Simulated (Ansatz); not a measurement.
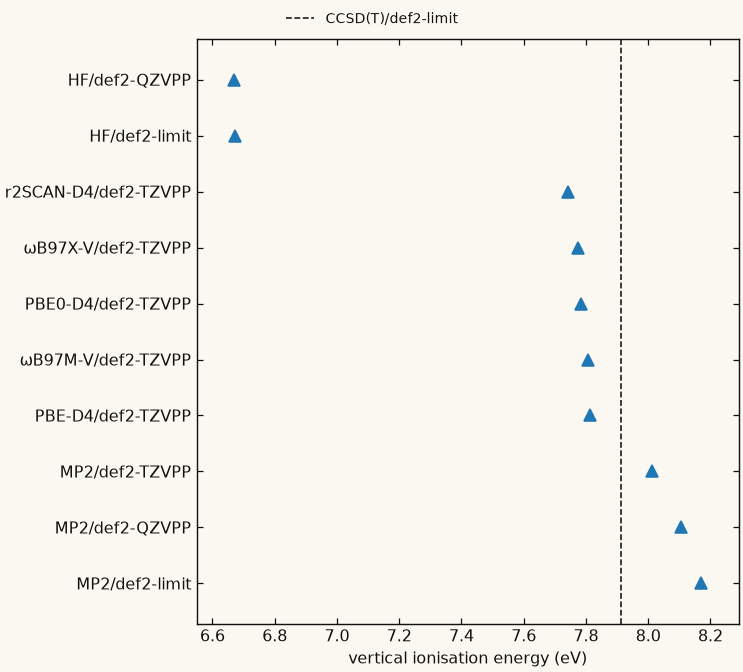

Vertical ionisation energy of CH₂AlN, SMILES [CH]1=[N][AlH]1, singlet, taken as the energy of the cation less that of the neutral at fixed geometry (unrestricted doublet cation, cores frozen in correlated methods, no spin-orbit coupling), the Ansatz code, at a PBE0-D4/def2-TZVP geometry (a minimum by its frequencies). Limit means an estimate of the basis limit from triple and quadruple zeta; for coupled cluster it is either extrapolated directly or built as the MP2 limit plus the step from MP2 in triple zeta. The distance of MP2/def2-TZVPP and MP2/def2-QZVPP to the limit includes basis error.

What range do the values span, the line included?

Answer. From 6.67 eV (HF/def2-QZVPP) to 8.17 eV (MP2/def2-limit).

Which level comes closest to the line (CCSD(T)/def2-limit), and which misses most?

Answer. Closest PBE-D4/def2-TZVPP (7.81 eV) and MP2/def2-TZVPP (8.01 eV), against 7.91 eV; farthest HF/def2-QZVPP (6.67 eV).
